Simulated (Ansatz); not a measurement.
Fluorite AuAl₂, treated with BLYP (PAW; Ansatz, a first-principles code).

Settings: plane-wave cutoff 520 eV, 16×16×16 k mesh, Fermi–Dirac smearing 0.05 eV, scalar-relativistic PAW data made under PBE.

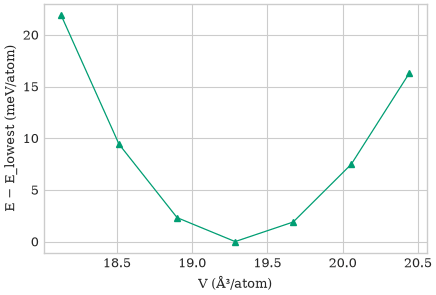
*Total energy against volume*

From the curve, estimate the equilibrium volume and the bulk modulus.

V0 ≈ 19.3 Å³/atom and B0 ≈ 87 GPa; the fit gives V0 = 19.297 Å³/atom, B0 = 86.8 GPa, B′ = 5.4.

Spin–orbit coupling is not included; it can shift volumes and moduli of such heavy elements.

The computed numbers hold no vibrational or temperature effects.

It cost very roughly 2.6 core-minutes of CPU time.
